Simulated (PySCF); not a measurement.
C3H9NSi2: NMR shielding calculation

- system: C3H9NSi2, SMILES C[SiH2]C[SiH2]C#N
- method: GIAO PBE0/pcSseg-1 NMR shielding, non-relativistic, gas phase (PySCF 2.14.0)

The geometry comes from this level: GFN2-xTB. Figures and captions count atoms from 1; the log counts them from 0 in places.

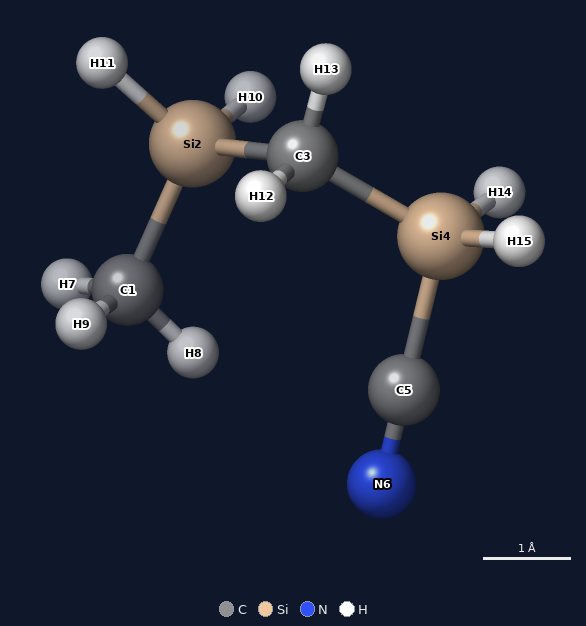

*The input geometry (ball-and-stick view, seen at a tilt; atoms are numbered from 1 in the order of the input).*

Bond lengths as drawn: C–H 1.09 Å, C–N 1.15 Å, C–Si 1.87 to 1.91 Å and H–Si 1.47 Å.

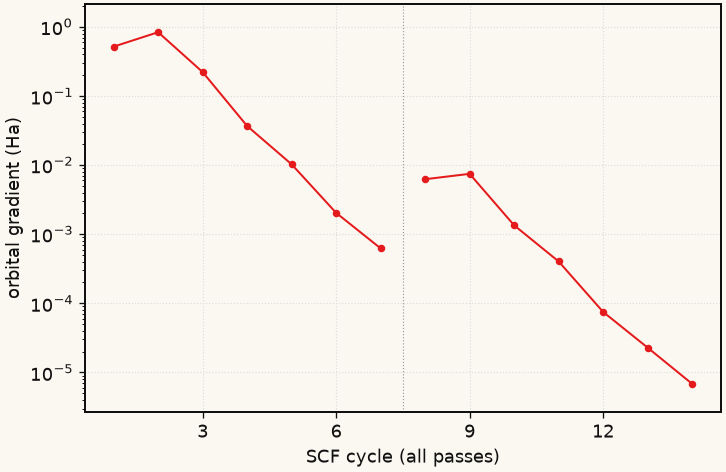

*Convergence of the self-consistent field: orbital gradient against the SCF cycle. The dotted line marks the change from a coarse to the final integration grid.*

The first 7 cycles use a coarse grid, the final grid takes over at cycle 8, and the field converges after 14 cycles in all.

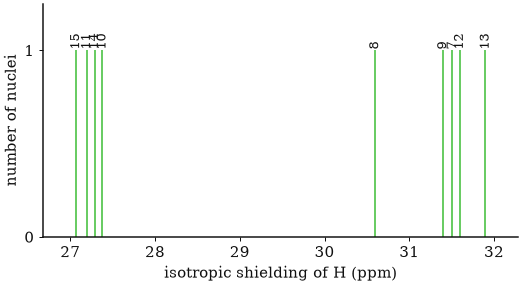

*Isotropic shieldings of the hydrogen nuclei in this fixed geometry, labelled by atom number; shielding grows to the right, so chemical shift grows to the left.*

The least shielded is H15 (27.1 ppm), the most shielded H13 (31.9 ppm).

These pictures come from the run below.

Input:
```
{"job": {"kind": "nmr", "xc": "PBE0", "basis": "pcSseg-1", "pop": false}, "charge": 0, "multiplicity": 1}
C      1.909803     0.665358    -0.406531
Si     1.051167    -1.005726    -0.638703
C     -0.576698    -1.060382     0.363472
Si    -1.988785     0.052359    -0.235205
C     -1.442093     1.832857    -0.070618
N     -1.112085     2.925557     0.030008
H      2.820501     0.718071    -0.995543
H      1.272258     1.490852    -0.709999
H      2.182672     0.830832     0.632146
H      0.745630    -1.236365    -2.057422
H      1.919669    -2.090652    -0.156473
H     -0.355137    -0.823968     1.405499
H     -0.941794    -2.088086     0.361473
H     -2.301076    -0.143104    -1.653257
H     -3.188447    -0.059613     0.603586
```

The first line tells a small driver script what to run in PySCF; the rest is the geometry in Å.

Launched with:
```bash
OMP_NUM_THREADS=1 python <driver script> task.json out
```

Log:
```
coarse grid: 13152 points
cycle   1  E = -752.8799141800  dE =  2.301e-01  |g| = 5.188e-01  |ddm| = 3.412e+00
cycle   2  E = -752.7797132522  dE =  1.002e-01  |g| = 8.383e-01  |ddm| = 9.425e-01
cycle   3  E = -752.9375653398  dE = -1.579e-01  |g| = 2.219e-01  |ddm| = 5.992e-01
cycle   4  E = -752.9480243577  dE = -1.046e-02  |g| = 3.680e-02  |ddm| = 1.415e-01
cycle   5  E = -752.9483345104  dE = -3.102e-04  |g| = 1.027e-02  |ddm| = 3.950e-02
cycle   6  E = -752.9483624122  dE = -2.790e-05  |g| = 2.037e-03  |ddm| = 1.141e-02
cycle   7  E = -752.9483634280  dE = -1.016e-06  |g| = 6.239e-04  |ddm| = 2.265e-03
final grid: 116816 points
cycle   8  E = -752.9814439018  dE = -2.154e-05  |g| = 6.250e-03  |ddm| = 1.905e-02
cycle   9  E = -752.9814395709  dE =  4.331e-06  |g| = 7.477e-03  |ddm| = 1.057e-02
cycle  10  E = -752.9814532957  dE = -1.372e-05  |g| = 1.346e-03  |ddm| = 5.943e-03
cycle  11  E = -752.9814536588  dE = -3.631e-07  |g| = 4.037e-04  |ddm| = 8.930e-04
cycle  12  E = -752.9814536933  dE = -3.450e-08  |g| = 7.509e-05  |ddm| = 2.985e-04
cycle  13  E = -752.9814536946  dE = -1.307e-09  |g| = 2.283e-05  |ddm| = 7.884e-05
cycle  14  E = -752.9814536947  dE = -1.260e-10  |g| = 6.836e-06  |ddm| = 2.654e-05
converged SCF energy = -752.9814536947

GIAO shielding tensors (ppm)
atom      isotropic    diamagn.    paramagn.     s11        s22        s33       span
  0 C      192.407     255.400     -62.992    188.684    190.427    198.111      9.427
  1 Si     390.438     881.139    -490.701    354.640    389.970    426.705     72.065
  2 C      195.683     259.347     -63.664    188.450    191.757    206.841     18.390
  3 Si     418.096     879.555    -461.459    387.112    399.920    467.255     80.143
  4 C       60.433     264.102    -203.669    -57.730    -48.227    287.256    344.986
  5 N      -98.732     337.976    -436.708   -295.769   -292.759    292.332    588.101
  6 H       31.508      29.780       1.728     26.820     27.818     39.886     13.066
  7 H       30.595      34.493      -3.898     24.794     29.147     37.844     13.049
  8 H       31.396      32.683      -1.287     27.378     28.680     38.131     10.753
  9 H       27.377      30.102      -2.725     24.157     25.678     32.296      8.140
 10 H       27.192      29.527      -2.334     23.269     25.364     32.944      9.675
 11 H       31.593      33.792      -2.199     27.395     28.745     38.639     11.244
 12 H       31.898      31.068       0.830     26.241     28.804     40.649     14.408
 13 H       27.286      28.314      -1.028     24.431     25.111     32.316      7.886
 14 H       27.065      27.250      -0.184     23.310     24.997     32.889      9.579
```

Results in brief:

| quantity | value |
| --- | --- |
| outcome | converged |
| total energy | −752.981454 hartree |
| HOMO | −9.00 eV |
| LUMO | −0.44 eV |
| dipole moment | 3.44 D |
| isotropic shielding, C | 60.4 to 195.7 ppm |
| isotropic shielding, Si | 390.4 to 418.1 ppm |
| isotropic shielding, N | −98.7 ppm |
| isotropic shielding, H | 27.1 to 31.9 ppm |
| hardware | 1 CPU thread, shared host |
| wall time | 25 s |
| peak memory | 0.77 GiB |

Notes:

Settings chosen away from the usual ones: PBE0/pcSseg-1.
